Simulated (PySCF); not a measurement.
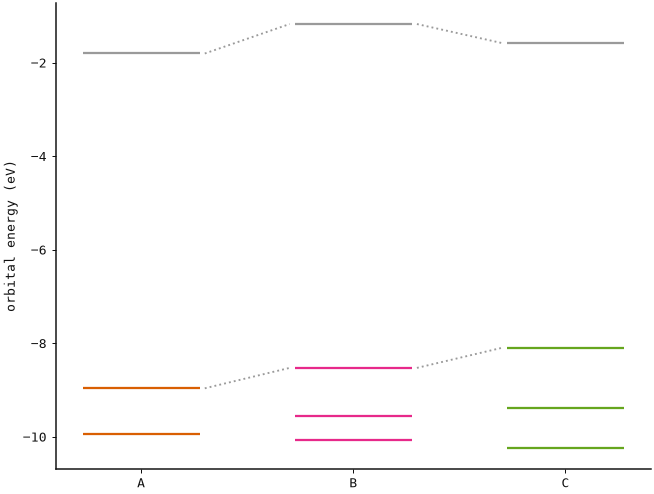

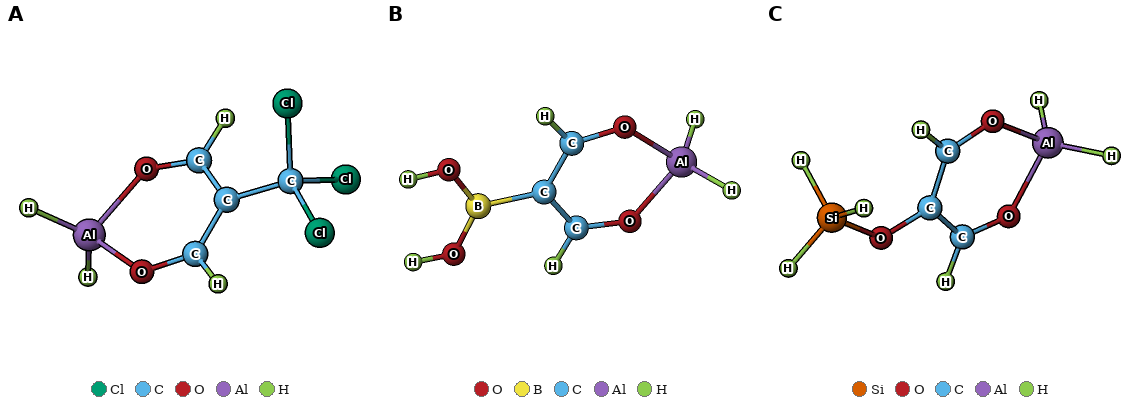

Related molecules: A is C₄H₄AlCl₃O₂, SMILES ClC(Cl)(Cl)C1=C[O][AlH2-][O+]=C1, singlet; B is C₃H₆AlBO₄, SMILES OB(O)C1=C[O][AlH2-][O+]=C1, singlet; C is C₃H₇AlO₃Si, SMILES [SiH3]OC1=C[O][AlH2-][O+]=C1, singlet. Frontier orbital energies, CAM-B3LYP/def2-SVPD, PySCF, at a PBE0-D3(BJ)/def2-SVP geometry (no frequency check); drawn are at most three filled levels and, in grey, the LUMO with any level within 0.03 eV of it; dotted lines join the HOMOs and the LUMOs.

What does the change do to the frontier levels?

From A to B the HOMO rises by 0.44 eV and the LUMO rises by 0.63 eV, so the separation goes from 7.16 to 7.35 eV. From A to C the HOMO rises by 0.87 eV and the LUMO rises by 0.22 eV, so the separation goes from 7.16 to 6.52 eV.

Does the ΔSCF ionisation energy follow the HOMO?

A: −ε(HOMO) 8.96, ΔSCF 9.61 eV; B: −ε(HOMO) 8.53, ΔSCF 9.27 eV; C: −ε(HOMO) 8.10, ΔSCF 8.77 eV.

Caveats, for all or some of the runs: one conformer of a flexible molecule.
